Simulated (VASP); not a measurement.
Here is the system:

```
AgInTe2
1.0
   -3.21917     3.21917     6.36268
    3.21917    -3.21917     6.36268
    3.21917     3.21917    -6.36268
In Ag Te
2 2 4
Direct
  0.50000   0.50000   0.00000
  0.25000   0.75000   0.50000
  0.00000   0.00000   0.00000
  0.75000   0.25000   0.50000
  0.37500   0.36632   0.49132
  0.63368   0.12500   0.00868
  0.87500   0.88368   0.50868
  0.11632   0.62500   0.99132
```

These are PBEsol GGA, VASP's PBE PAW potentials (set 64) (plane waves; VASP) values and carry that method's errors. Run with 400 eV cut-off, 6×6×6 Γ-centred mesh, tetrahedra with Blöchl corrections, potentials In_d Ag Te.

Unless said otherwise, spin-orbit coupling is left out, though it shifts the bands of the heavy elements here.

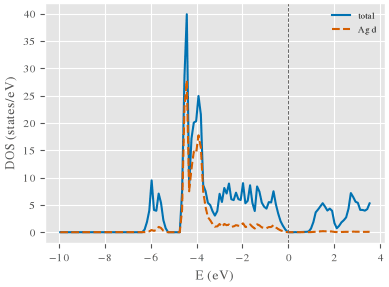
*Total and projected density of states, zero at the valence-band maximum*

Within 2 eV below the valence-band maximum the largest weight inside VASP's projection spheres is Te p, then Ag d.

The gap is direct, 0.08 eV, from the valence maximum at Γ to the conduction minimum at Γ.

The structure comes from a computed database's InAgTe2 entry (I-42d); how it stands against other phases isn't given here. It was relaxed first.
